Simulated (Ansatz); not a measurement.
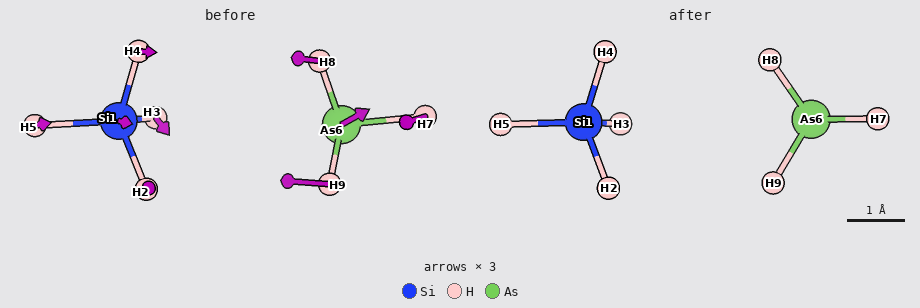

The structure of SiAsH$_{7}$ before (left) and after (right) a relaxation, at one scale. The purple arrows give the displacements, magnified 3 times.

Style: ball-and-stick. Shown face on.

The calculation used Ansatz 0.2.0, RKS PBE0-D4/def2-TZVP.

Input
```yaml
crystal:
  periodic: [false, false, false]
  atoms:
    - {symbol: Si, position_ang: [-0.028983, -0.000196, -1.858242]}
    - {symbol: H, position_ang: [-0.984838, 1.053580, -1.372840]}
    - {symbol: H, position_ang: [-0.318403, -1.297254, -1.156949]}
    - {symbol: H, position_ang: [1.379234, 0.429067, -1.555128]}
    - {symbol: H, position_ang: [-0.191568, -0.181254, -3.341350]}
    - {symbol: As, position_ang: [-0.185362, -0.583181, 2.120834]}
    - {symbol: H, position_ang: [0.093378, -0.215414, 3.591724]}
    - {symbol: H, position_ang: [1.152860, 0.040740, 1.679308]}
    - {symbol: H, position_ang: [-0.916219, 0.753912, 1.892543]}
basis:
  gaussian: {orbitals: def2-TZVP}
hamiltonian: {xc: pbe0, dispersion: d4}
relax: {f_tol: 0.005, max_steps: 200}
```

Run as
```bash
ansatz run in.yaml --threads 4 --pin off --events-out ev --progress --plain --max-ram 9574MiB
```

**Summarise the run.**

The atom that moves furthest after the best rigid fit is H9 (0.52 Å). Largest moves by element: H 0.52 Å, As 0.22 Å, Si 0.11 Å. Among the contacts that change: As6–H7 1.542 → 1.522 Å, Si1–H2 1.503 → 1.485 Å, Si1–H3 1.503 → 1.486 Å. After 16 accepted moves (17 points after the start) the energy has fallen by 2.97 kJ/mol. Largest force component: 0.55 eV/Å at the start, 0.0048 eV/Å at the end. The line search rejected the trial step at point 4 of the run. The forces were under the threshold at step 15, but the run went on from there. Cost: 24 s on 4 threads of Arm Neoverse V1, on a shared host.

Limits of the set-up: the start holds two separate molecules, 3.3 Å apart at their closest, whose relative position is a soft coordinate.
